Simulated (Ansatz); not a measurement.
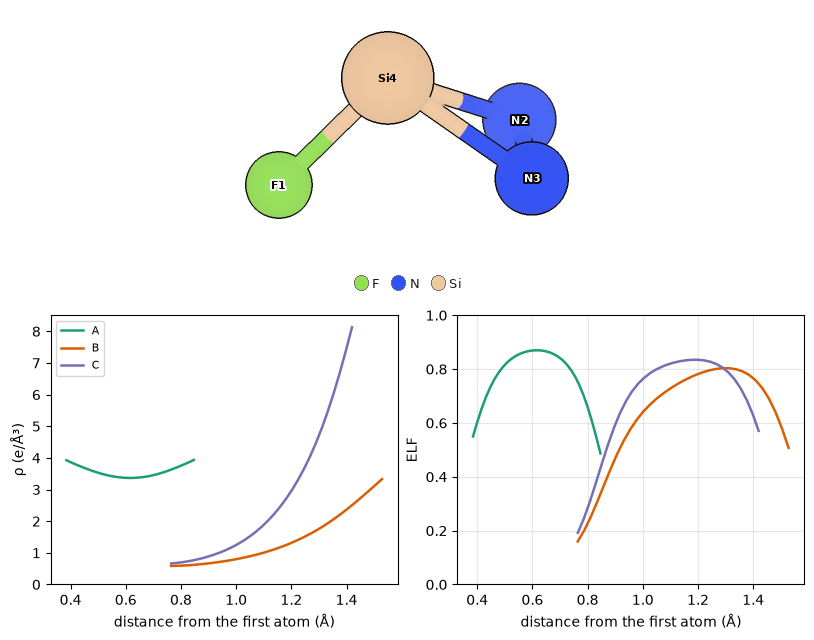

The picture shows: FN$_{2}$Si (SMILES F[Si]1=N[N-]1) (charge −1). Electron density and ELF along straight lines between neighbouring atoms. The curves leave out the atomic cores. The structure is drawn too.

Geometry: B3LYP-D3(BJ)/def2-SVPD; the highest occupied orbital lies above zero, a sign that basis and functional describe the outermost electron poorly.

These are results of isolated molecule in a Gaussian basis; Kohn-Sham density functional theory, functional PBE0 in Ansatz 0.2.0, not measurements.

Which curve belongs to which contact (N–N, Si–F and Si–N)? The first atom named is at distance zero.

Curve A: N–N (1.23 Å): ρ is about 3.4 e/Å³ halfway; the ELF peaks at about 0.85 between the atoms: a covalent bond. Curve B: Si–N (1.91 Å): the density is about 0.73 e/Å³ at the midpoint; the ELF peaks at about 0.80 between the atoms (a polar covalent bond). Curve C: Si–F (1.75 Å): the density is about 0.82 e/Å³ at the midpoint; the ELF peaks at about 0.85 in the valence shell of F, 0.6 Å from its nucleus, and is about 0.50 at the midpoint.
